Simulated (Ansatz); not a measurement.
# BH2Cl (SMILES BCl): B3LYP/def2-TZVP

Aim: the vertical ionisation energy of BH2Cl at B3LYP/def2-TZVP, from 2 runs. 

The calculation is run with Ansatz 0.2.0.

44 further runs of the same task are left out: 44 set aside as unsound or not needed.

## 1. Starting point

The species is BH2Cl (4 atoms), meant as a singlet with charge 0. SMILES: `BCl`. The shape is that of a PBE0-D4/def2-TZVP optimisation.

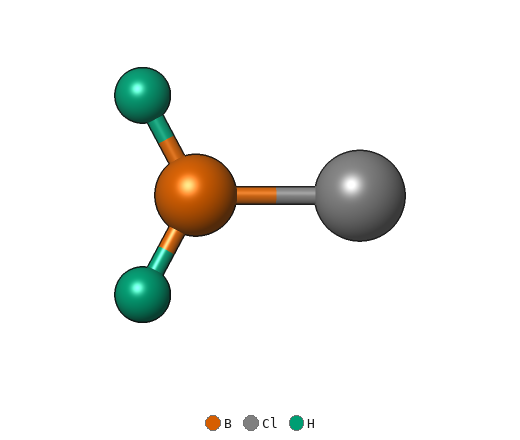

The structure, seen from a chosen angle (boron orange, chlorine grey, hydrogen teal).

## 2. The energy at B3LYP/def2-TZVP

The input, input.yaml:

```yaml
crystal:
  periodic: [false, false, false]
  atoms:
    - {symbol: B, position_ang: [-0.116700, 0.021700, -0.075300]}
    - {symbol: Cl, position_ang: [1.365000, -0.395300, 0.721200]}
    - {symbol: H, position_ang: [-1.106200, -0.559500, 0.240400]}
    - {symbol: H, position_ang: [-0.086600, 0.872800, -0.906600]}
basis:
  gaussian:
    orbitals: def2-TZVP
hamiltonian:
  xc: {name: B3LYP}
accuracy: high
output: {orbitals: {seedname: orbitals}}
```

Launch:

```bash
ansatz run input.yaml --threads 1 --pin off --max-ram 3480MiB --events-out events.jsonl --progress --plain --runs-dir runs
```

Log:

```text
Warning: RAYON_NUM_THREADS=1 ignored (pool sized by the plan → 1); use --threads N
Functional definition: B3LYP
  name "B3LYP"
  parameter a0 = 0.2
  parameter ax = 0.72
  parameter ac = 0.81
  exchange = (1 - a0 - ax)*slater_x + ax*b88_x + a0*exact_x
  correlation = (1 - ac)*vwn_rpa_c + ac*lyp_c
1294 factors; integrals over basis functions are off by at most 4.0e-9 eV
mean field evaluation 1: about -13232.0975 eV, gradient 1.9e1 eV
mean field evaluation 2: about -13232.1077 eV, gradient 1.9e1 eV
mean field evaluation 4: about -13233.1898 eV, gradient 7.8e-1 eV
mean field evaluation 8: about -13233.1887 eV, gradient 5.6e-3 eV
mean field evaluation 16: about -13233.1887 eV, gradient 8.1e-8 eV
mean field -13233.18874465 eV, -486.3107165883 hartree, gradient 6.4e-8 eV, S^2 0.000000; 0 other end points of the search recorded, 0 dependent functions left out
reference -13233.18877736 eV, -486.3107177905 hartree; 12, 12 occupied and 68, 68 virtual orbitals, 1294 factors
Total energy: -13233.18877736 eV, -486.3107177905 hartree
```

Run time: 2.4 s. Hardware: 1 thread of Arm Neoverse V2, shared host; peak memory 0.16 GiB.

## 3. The doublet cation

The input, run.yaml:

```yaml
crystal:
  periodic: [false, false, false]
  atoms:
    - {symbol: B, position_ang: [-0.116700, 0.021700, -0.075300]}
    - {symbol: Cl, position_ang: [1.365000, -0.395300, 0.721200]}
    - {symbol: H, position_ang: [-1.106200, -0.559500, 0.240400]}
    - {symbol: H, position_ang: [-0.086600, 0.872800, -0.906600]}
basis:
  gaussian:
    orbitals: def2-TZVP
total_charge: 1
magnetization:
  spin_polarized: true
  initial_magnetization: 1
hamiltonian:
  xc: {name: B3LYP}
accuracy: high
output:
  orbitals: {seedname: orbitals}
```

Launch:

```bash
ansatz run run.yaml --threads 1 --pin off --max-ram 3480MiB --events-out events.jsonl --progress --plain --runs-dir runs
```

Log:

```text
Warning: RAYON_NUM_THREADS=1 ignored (pool sized by the plan → 1); use --threads N
[... 7 set-up lines as earlier in the session ...]
1294 factors; integrals over basis functions are off by at most 4.0e-9 eV
mean field evaluation 1: about -13220.1640 eV, gradient 1.8e1 eV
mean field evaluation 2: about -13220.6929 eV, gradient 1.5e1 eV
mean field evaluation 4: about -13221.7856 eV, gradient 1.3e0 eV
mean field evaluation 8: about -13221.8698 eV, gradient 1.2e-2 eV
mean field evaluation 16: about -13221.8698 eV, gradient 2.6e-5 eV
mean field -13221.86979434 eV, -485.8947528366 hartree, gradient 9.3e-8 eV, S^2 0.754988; 2 other end points of the search recorded, 0 dependent functions left out
reference -13221.86982700 eV, -485.8947540369 hartree; 12, 11 occupied and 68, 69 virtual orbitals, 1294 factors
Total energy: -13221.86982700 eV, -485.8947540369 hartree
```

It took 5.1 s on 1 thread of Arm Neoverse V2, shared host; peak memory 0.22 GiB.

## 4. What came out

At B3LYP/def2-TZVP:

```
                                          quantity          value
                       singlet BH2Cl: total energy  -486.31072 Eh
                        singlet BH2Cl: HOMO energy       -8.42 eV
                        singlet BH2Cl: LUMO energy       -2.03 eV
                      singlet BH2Cl: HOMO–LUMO gap        6.38 eV
                      doublet cation: total energy  -485.89475 Eh
doublet cation: HOMO energy (highest over α and β)      -17.32 eV
 doublet cation: LUMO energy (lowest over α and β)      -14.24 eV
                              doublet cation: ⟨S²⟩          0.755
vertical ionisation energy (to the doublet cation)      11.319 eV
```

**Reading.** The vertical ionisation energy comes to 11.32 eV (1092 kJ/mol). The negative HOMO energy of the first species, 8.42 eV, lies 2.90 eV below that difference.
